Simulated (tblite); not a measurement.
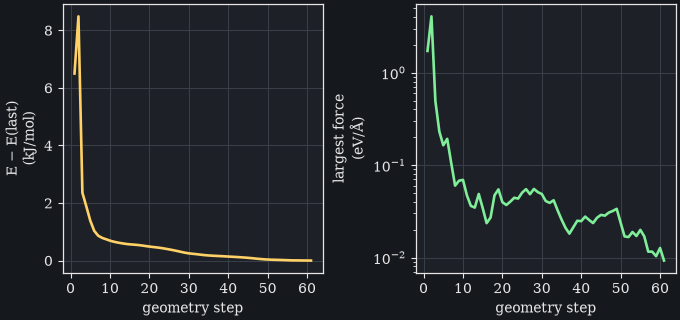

History of a geometry optimisation.

C$_{6}$H$_{9}$F (SMILES C#CC[C@H](F)CC); tblite 0.8.0, GFN2-xTB geometry optimisation, gas phase.

How did the optimisation end?

The optimisation met its thresholds at geometry 61, counting the start as the first. The energy fell by about 6.5 kJ/mol from the first step to the last, with a rise at step 2. The largest force goes from about 1.7 eV/Å at the start to 9 × 10⁻³ eV/Å at the end, with a peak of 4.1 eV/Å at step 2.
